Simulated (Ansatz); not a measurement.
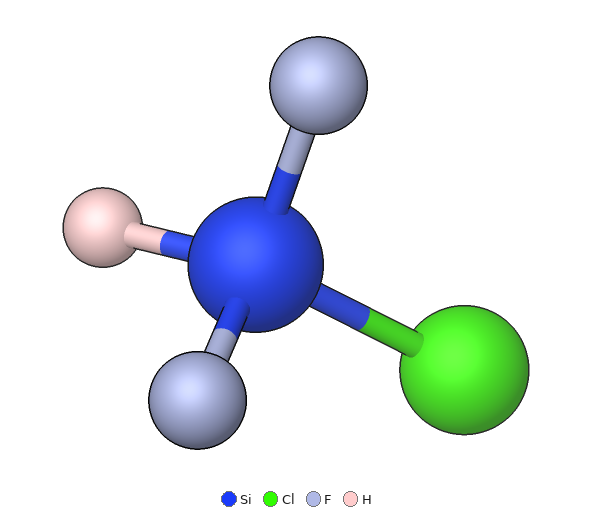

A ball-and-stick model of a molecule. Every bond is drawn as one stick, whatever its order.

Question: Give the formula.

Answer: ClF2HSi, 5 atoms: 1 chlorine, 2 fluorine, 1 hydrogen and 1 silicon.

Question: What is the point group of this geometry?

Answer: Cs.

Question: How many sets of symmetry-equivalent atoms are there?

Answer: 4: 1 Si, 1 Cl, 2 F, 1 H.

Question: Count the bonded pairs by element.

Answer: 2 F–Si, 1 Cl–Si, 1 Si–H. Sticks follow a distance rule.

The parts below concern this one geometry. Atoms keep their numbers from picture to picture. Computed geometry: PBE0-D4/def2-TZVP optimisation.

**Shape**

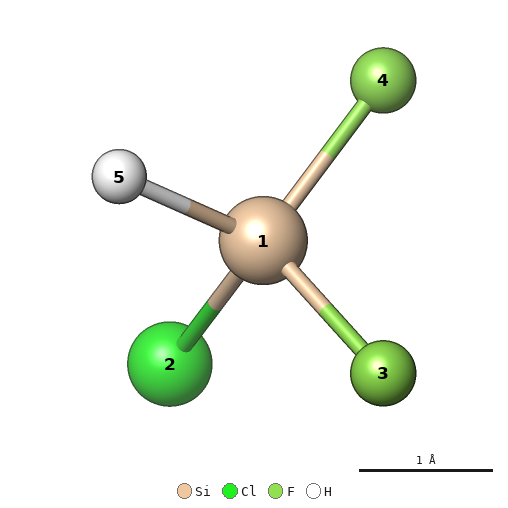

Numbered structure.

Estimate the angles Cl2–Si1–F3, Cl2–Si1–H5, F3–Si1–F4, F3–Si1–H5.

```csv
angle,degrees
Cl2–Si1–F3,109.0
Cl2–Si1–H5,111.5
F3–Si1–F4,107.7
F3–Si1–H5,109.8
```

**Electronic properties**

Level of theory: RKS PBE0-D4/def2-TZVPP (Ansatz 0.2.0).

Computed properties:

- HOMO energy (Kohn–Sham orbital): −10.01 eV
- LUMO energy (Kohn–Sham orbital): 0.59 eV
- HOMO–LUMO gap: 10.60 eV

**Dipole moment**

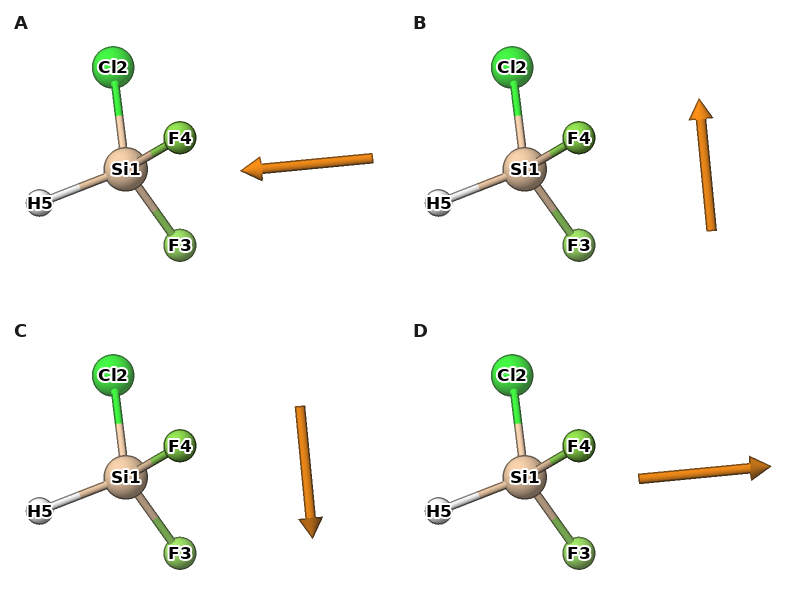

The same molecule four times, each with an arrow. Properties computed with RKS PBE0-D4/def2-TZVP (Ansatz 0.2.0).

Question: Which arrow points along the dipole moment, from the negative to the positive end?

Answer: A. The dipole moment is 1.19 D; it points from the side of F3, F4 to the side of H5 (the outermost atoms at the two ends).

**Vibrations**

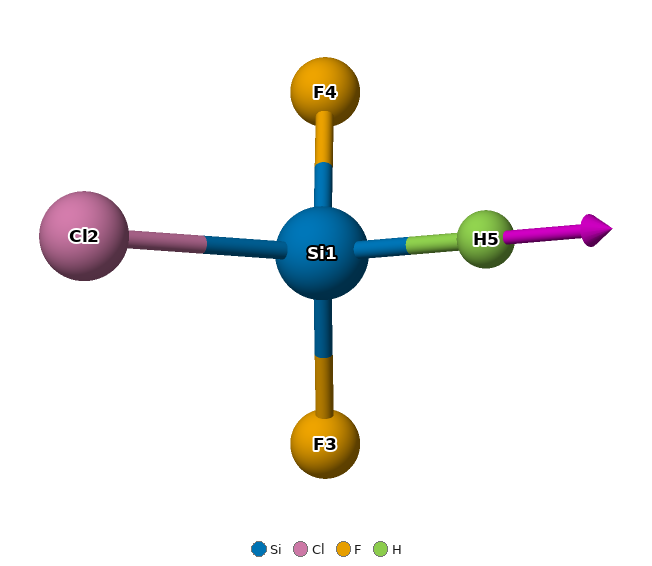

The arrows show one normal mode. Harmonic vibrations computed with RKS PBE0-D4/def2-TZVP (Ansatz 0.2.0) at a stationary point of the same level.

Question: Describe the motion.

Answer: Mostly Si–H stretching.

Question: Estimate its harmonic wavenumber.

Answer: 2340 cm⁻¹; it is mode 9 of 9 counted from the lowest.
